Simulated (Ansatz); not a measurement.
Breaking the O2–H6 bond in GeH4O (SMILES [OH][GeH3]) (multiplicity 1 held, fragments rigid). Energies count from the point at 0.962 Å.
Geometry at that point (charge 0, multiplicity 1):
```xyz
6

Ge    -0.3290     0.0681     0.0733
O      1.3571    -0.3572    -0.3717
H     -0.5445    -0.1551     1.5839
H     -1.1863    -0.8852    -0.7652
H     -0.6085     1.5428    -0.2811
H      2.0121     0.1748     0.0902
```

R- and RO- levels are restricted; in cc, def2 and unpolarised 6-31G sets they are followed outwards from rest. U- levels take the lowest unrestricted solution at each point, which mixes spins at long bonds. Active spaces are followed from a long bond inwards. Levels need not reach the same state.

Cores are frozen in the correlated methods. Filled d and f shells under p-block atoms count as core.

Programs: Ansatz (a program for electronic structure) with Gaussian orbitals. Values without a source in brackets are computed.

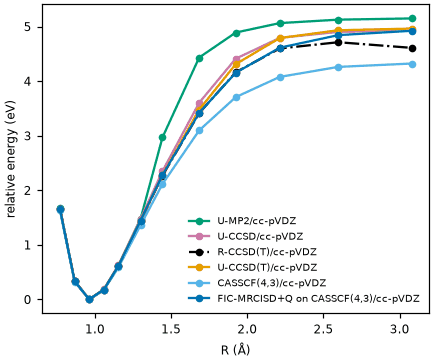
Relative energy along the coordinate

Task: Read off the U-MP2/cc-pVDZ curve at R = 1.443.

Result: about 3.0 eV

Doubts at one or more of the structures used: a spin-contaminated determinant (U-MP2/cc-pVDZ, U-CCSD/cc-pVDZ, U-CCSD(T)/cc-pVDZ); T1 above 0.05 (U-CCSD/cc-pVDZ, U-CCSD(T)/cc-pVDZ); a restricted determinant that unrestricted orbitals would lower (R-CCSD(T)/cc-pVDZ); other coupled-cluster roots lie near (R-CCSD(T)/cc-pVDZ); active orbitals that take no part (CASSCF(4,3)/cc-pVDZ, FIC-MRCISD+Q on CASSCF(4,3)/cc-pVDZ).
